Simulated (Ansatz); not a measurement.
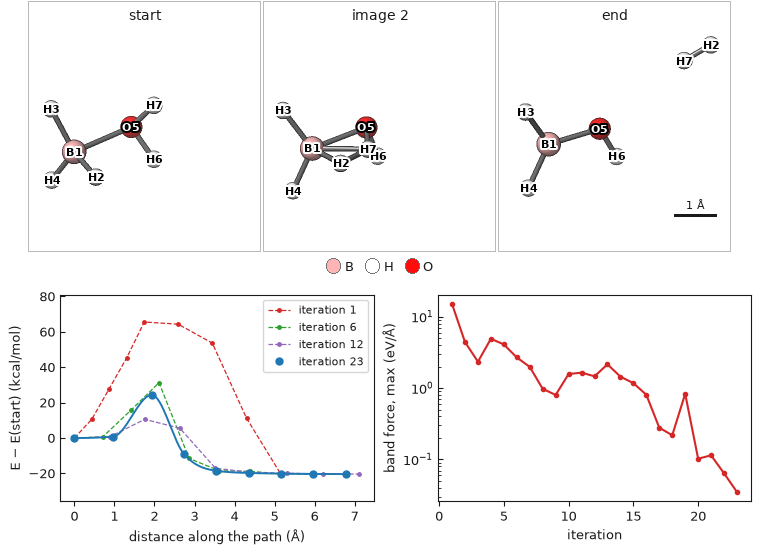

A search for the minimum-energy path of BH5O by the nudged elastic band. Images are numbered from 0 (start) to 8 (end). The plot follows the band through its iterations. The picture is a ball-and-stick view, seen at a tilt.

Level of theory: Ansatz 0.2.0, RKS B3LYP/6-31G*. Run with 7 movable images; climbing image; force threshold 0.05 eV/Å; iteration limit 60; starting path through a guess of the saddle point.

Question: Did the band converge, and can the barrier be trusted?

Answer: The result is final at these settings. The band converged in 23 iterations. The largest component of the band force went from 15 to 0.035 eV/Å. The climbing image converged on the top of the path. Its vibrational analysis gives one imaginary mode (1425i cm⁻¹), as a transition state must have. The first iteration put the highest image at 65.6 kcal/mol. Forward barrier 24.3 kcal/mol, backward barrier 44.7 kcal/mol, with image 2 at the top; the reaction energy is −20.4 kcal/mol.

Cost: 2.2 min on 1 thread of Arm Neoverse V1, on a shared host, peak memory 0.088 GiB.
